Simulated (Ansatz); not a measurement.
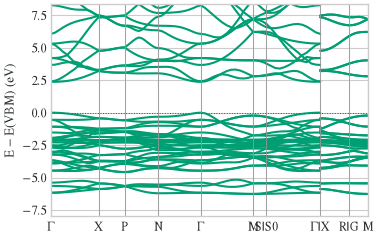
Band structure from the program Ansatz at the r²SCAN level (PAW)

Task: Read off the gap and where the band edges lie.

Result: About 2.4 eV (2.37 eV by a search for the band edges); maximum at Γ, minimum at Γ.

The material is AuBr in space group I4_1/amd (No. 141; Au on 8c, Br on 8e).

The workflow started from an entry of the Crystallography Open Database (COD), which files this formula under 2 space groups. Whether it is the stable phase at ambient conditions was not checked. The cell was relaxed with r²SCAN under the symmetry of its start; its stability against distortions is not shown here. Scalar-relativistic: spin–orbit coupling is off unless named, which matters more the heavier the elements.

Potentials: the later of the program's two PAW sets.
